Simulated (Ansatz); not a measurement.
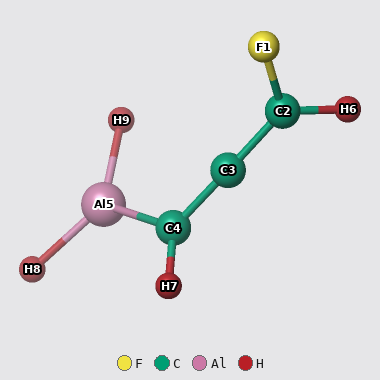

The system is C3H4AlF, SMILES FC=C=[CH][AlH2]; the picture shows the reference structure. 
- The first coordinate is: angle C2–C3–C4 (carried through 180); the second: change of the bonds C3–C2, C3–C4, all alike.
- Nothing is relaxed (all other coordinates rigid).
- Grid: 11 × 11 points.
- Points are written as (first, second).
- Energies: eV, counted from the relaxed molecule at the same level.
- These are results of RKS CAM-B3LYP-D4/def2-SVP (Ansatz), not measurements.

Its coordinates:

```xyz
9

F     1.3239    2.2873    1.1884
C     0.6969    1.8513    0.0861
C     0.6145    0.5824   -0.2276
C     0.4565   -0.6838   -0.5268
Al   -1.0944   -1.6223    0.1901
H     0.2750    2.6543   -0.5241
H     1.2272   -1.1597   -1.1506
H    -1.2623   -3.1742   -0.0617
H    -2.1488   -0.7814    1.0092
```

Range: angle C2–C3–C4 (carried through 180) from 140 to 220°; change of the bonds C3–C2, C3–C4, all alike from −0.144 to 0.223 Å.

### What landscape does the calculation give?

The lowest grid point is at (180°, 0.003 Å), 0.005 eV from the relaxed molecule at the same level. No other kind of well shows on this grid. The highest grid point, (220°, −0.144 Å), lies 2.97 eV above the lowest. Round the minimum the two coordinates are nearly uncoupled.

```tsv
second ↓, first →	140	148	156	164	172	180	188	196	204	212	220
0.223	2.43	2.36	2.31	2.29	2.29	2.30	2.32	2.36	2.41	2.48	2.57
0.186	1.90	1.80	1.74	1.71	1.70	1.71	1.73	1.78	1.84	1.93	2.04
0.149	1.42	1.31	1.23	1.18	1.16	1.17	1.20	1.26	1.33	1.44	1.58
0.113	1.04	0.90	0.80	0.74	0.71	0.72	0.75	0.82	0.91	1.04	1.20
0.076	0.75	0.58	0.46	0.38	0.35	0.35	0.39	0.46	0.57	0.72	0.90
0.039	0.58	0.38	0.24	0.15	0.10	0.10	0.14	0.23	0.35	0.52	0.74
0.003	0.57	0.34	0.17	0.06	0.01	0.01	0.05	0.14	0.29	0.48	0.72
−0.034	0.74	0.48	0.29	0.16	0.10	0.09	0.14	0.24	0.40	0.62	0.89
−0.071	1.16	0.86	0.64	0.49	0.41	0.40	0.45	0.57	0.75	0.99	1.30
−0.107	1.83	1.50	1.25	1.08	0.99	0.97	1.03	1.15	1.35	1.62	1.96
−0.144	2.86	2.49	2.21	2.02	1.91	1.89	1.95	2.09	2.31	2.60	2.98
```

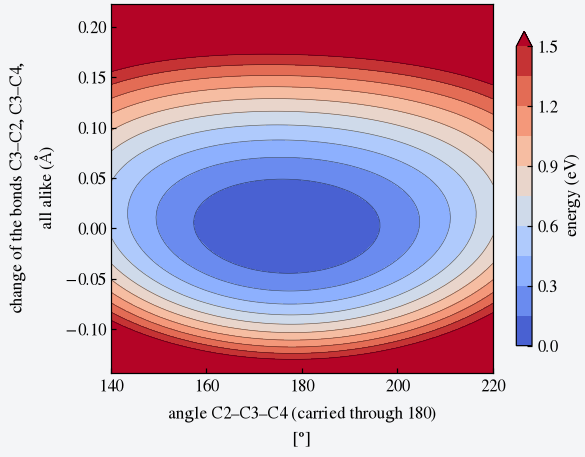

In the figure: filled contours, one colour for all values above the top of the scale. Between grid points the surface is interpolated.

Time for the 121 points that were run: 10 min on 1 thread of Arm Neoverse V2 (shared host).
